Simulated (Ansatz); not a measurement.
# WI2F2: relaxing cell and atoms

The start is WI2F2, a borrowed structure type, volume estimated. Where does it settle when we relax cell and atoms, and what is it like there?

Program: Ansatz 0.2.0. Level of theory: DFT, PBEsol, spin-orbit coupling, plane waves, PAW. These are calculated values, not measurements.

## Step 1: Geometry

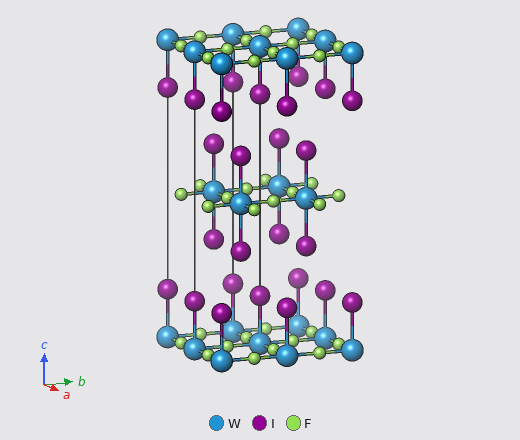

The structure slightly off an axis: tungsten blue, iodine purple, fluorine green. 2×2×1 cells are drawn. The cell drawn here is the conventional one.

It takes space group Immm (No. 71, orthorhombic). Conventional cell: a = 3.854 Å, b = 4.015 Å, c = 17.096 Å, α = 90.00°, β = 90.00°, γ = 90.00°. W (site symmetry mmm) is surrounded by 4 F at 1.93 to 2.01 Å and 2 I at 2.75 Å. I (site symmetry mm2) has 1 W at 2.75 Å as nearest neighbours. Around F (site symmetry mmm) lie 2 W at 2.01 Å. F (site symmetry mmm) is surrounded by 2 W at 1.93 Å.

Symmetry-reduced, conventional setting; the input below types the cell that was run:

```cif
data_structure
_symmetry_space_group_name_H-M 'Immm'
_symmetry_Int_Tables_number 71
_cell_length_a 3.8538
_cell_length_b 4.0147
_cell_length_c 17.0957
_cell_angle_alpha 90.000
_cell_angle_beta 90.000
_cell_angle_gamma 90.000
_cell_volume 264.50
loop_
_atom_site_label
_atom_site_type_symbol
_atom_site_symmetry_multiplicity
_atom_site_Wyckoff_symbol
_atom_site_fract_x
_atom_site_fract_y
_atom_site_fract_z
_atom_site_occupancy
W1 W 2 a 0.00000 0.00000 0.00000 1
I1 I 4 i 0.00000 0.00000 0.16072 1
F1 F 2 d 0.00000 0.50000 0.00000 1
F2 F 2 b 0.50000 0.00000 0.00000 1
```

It starts from an earlier solution of the starting cell (checkpoint.read).

## Step 2: Relaxing

The input, input.yaml:

```yaml
crystal:
  lattice:
    - [0.0, 4.014663, 0.0]
    - [3.853764, 0.0, 0.0]
    - [1.926882, 2.007331, -8.547852]
  atoms:
    - { symbol: W, position: [0.0, 0.0, 0.0], spin: 1, spin_axis: [-0.37644, 0.89344, -0.24508] }
    - { symbol: I, position: [0.16072, 0.16072, 0.67856] }
    - { symbol: I, position: [0.83928, 0.83928, 0.32144] }
    - { symbol: F, position: [0.5, 0.0, 0.0] }
    - { symbol: F, position: [0.0, 0.5, 0.0] }
kpoints:
  mp_grid: { grid: [5, 5, 5], shift: [0, 0, 0] }
magnetization:
  noncollinear: true
  spin_orbit: true
scf:
  occupations: { method: fermi_dirac }
  lower_state_search: "off"
hamiltonian:
  pseudopotentials: { kind: paw_fr }
  xc: pbesol
basis:
  ecutwfc: 420
  fft_grid_basis: typed
relax:
  max_steps: 40
  cell: { p_target: 0.0 }
  f_tol: 0.03
output:
  forces: true
  stress: true
  eigenvalues: true
  bader: true
  populations: true
  elf: true
  write_potential: true
  volumetric_format: npy
  dos:
    e_range: [-12, 8]
    de: 0.05
    projected: { site_lists: { F: [F], I: [I], W: [W] } }
    method: { smearing: { sigma: 0.1, scheme: gaussian } }
  write_density: true
checkpoint:
  read: saved_state
```

Started as:

```
$ ansatz run input.yaml --threads 2 --pin off --max-ram 2560MiB --backend cpu --events-out ev --progress --plain --runs-dir out
```

Q: Predict the outcome of this session. Wanted: moves; energy gained; largest move; cell; volume; pressure at the end; character; Bader charges; net moment.

As calculated:

```
                                                 quantity                                                                      value
                                                    moves                                                                          5
                                            energy gained                                                              43.2 meV/atom
                                             largest move                                                                 0.02 Å (I)
                     space group (0.01 Å), before / after                                                              Immm / I4/mmm
                                                     cell  a = 4.038 Å, b = 4.037 Å, c = 8.679 Å, α = 76.55°, β = 76.55°, γ = 90.00°
                                                   volume                                                     26.72 Å³/atom (+1.0 %)
                                      pressure at the end                                                                   0.01 GPa
           formation energy (elements from separate runs)                                                              -1.01 eV/atom
                                                character                                                                      metal
density of states, mean within 0.25 eV of the Fermi level                                                        3.4 per eV per cell
                                            Bader charges                                                W +1.95, I -0.27, F -0.70 e
                                               net moment                                                           1.63 μB per cell
                                           largest moment                                                 1.30 μB on W (Bader basin)
```

The volume grew by 1.0 %, and the largest move of an atom is 0.02 Å apart from the change of the cell; the energy fell by 43.2 meV per atom. The shape changed more than that tells: the edges moved by +1, +5, -3 %. Within 0.01 Å the space group went from Immm to I4/mmm. The cell is metallic; within 0.25 eV of the Fermi level the density of states averages 3.4 per eV per cell, mostly W d (65 %) and I p (25 %). W loses most charge (+1.95 e on average) and F gains most (-0.70 e). Spin sits on W (1.30 μB); with one magnetic atom in the cell, no antiferromagnetic order can form, so the run doesn't settle the real magnetic state.

Keep in mind: one start, so the state may not be the lowest; the k mesh is coarse for a cell without a gap.
